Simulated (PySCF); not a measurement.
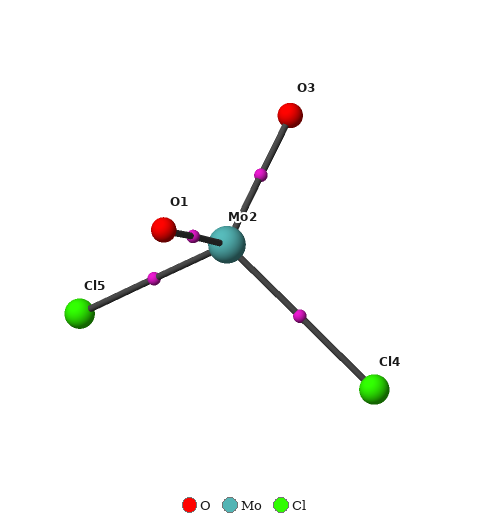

Figure. Cl$_{2}$MoO$_{2}$, SMILES `O=[Mo](=O)(Cl)Cl`. Molecular graph of the electron density (QTAIM): bond paths, bond critical points (magenta), ring points (cyan, if any); weak paths are dashed.

PySCF calculation, PBE/def2-TZVP, gas phase; geometry: GFN2-xTB. Core potentials replace the inner electrons of Mo; spin–orbit coupling isn't included. This is a single-reference result, which may miss multireference character in this system. No frequency check shows the geometry to be a minimum. GFN2-xTB bond lengths at metals and heavier atoms can be off by up to 0.1 Å and shapes distorted, which carries into these values.

Question: How many critical points of each kind are there, and does the count close?

Answer: 5 nuclei, 4 bond, 0 ring and 0 cage critical points: 5 − 4 + 0 − 0 = 1, as the Poincaré–Hopf relation requires.

Question: Give the properties at the bond critical points.

Answer:
```csv
bond,length (Å),ρ (a.u.),∇²ρ (a.u.),ε,H (a.u.)
O1–Mo2 (2 alike),1.635,0.309,+0.97,0.01,−0.240
Mo2–Cl4 (2 alike),2.146,0.137,+0.28,0.02,−0.063
```

Question: What kind of interaction is O1–Mo2?

Answer: Polar or intermediate (positive Laplacian, negative energy density H): ρ = 0.309, ∇²ρ = +0.97, H = −0.240 a.u.
